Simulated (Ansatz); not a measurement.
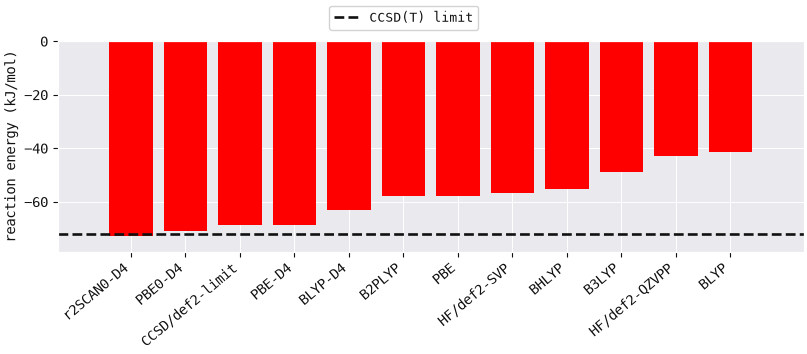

Electronic reaction energy of H₂S (S) + InCl₃ ([Cl][In]([Cl])[Cl]) → InH₂SCl₃ ([SH2+][In-]([Cl])([Cl])[Cl]) (SMILES in brackets) at several levels (functionals in def2-TZVPP unless a basis is named), isolated molecules at PBE0-D4 triple-zeta geometries, minima by their frequencies, no zero-point or thermal terms, the Ansatz code. The line is frozen-core CCSD(T) at the basis limit (MP2 extrapolated from triple and quadruple zeta, plus CCSD(T) less MP2 in a smaller set). B2PLYP holds a correlation term that converges slowly with the basis, so part of the distance to the limit is basis error. No dispersion term is added to B2PLYP, PBE, BHLYP, B3LYP and BLYP. The distance of HF/def2-SVP to the limit includes basis error. Core potentials past Kr. The limit lies 6.9 kJ/mol from CCSD(T)/def2-TZVPP, so the line itself is uncertain by a part of that.

### What do zero-point energy and temperature add?

Zero-point change 6.9 kJ/mol; at 298.15 K and 1 bar the CCSD(T) limit plus thermal terms gives an enthalpy of reaction of −65.6 and a free energy of −34.1 kJ/mol (harmonic PBE0-D4 modes, ideal gas).

### Give the values.

```tsv
level	kJ/mol	less CCSD(T) limit
r2SCAN0-D4	−72.9	−0.9
PBE0-D4	−71.0	1.1
CCSD/def2-limit	−68.8	3.3
PBE-D4	−68.7	3.4
BLYP-D4	−62.9	9.2
B2PLYP	−58.0	14.1
PBE	−57.9	14.2
HF/def2-SVP	−56.9	15.2
BHLYP	−55.1	17.0
B3LYP	−48.9	23.2
HF/def2-QZVPP	−43.0	29.0
BLYP	−41.4	30.7
CCSD(T) limit	−72.1	0.0
```

Known limits of this run: outer-core shells are correlated without core-valence functions, which makes the correlated values less sure; spin-orbit coupling is left out, and with In it can shift these values.
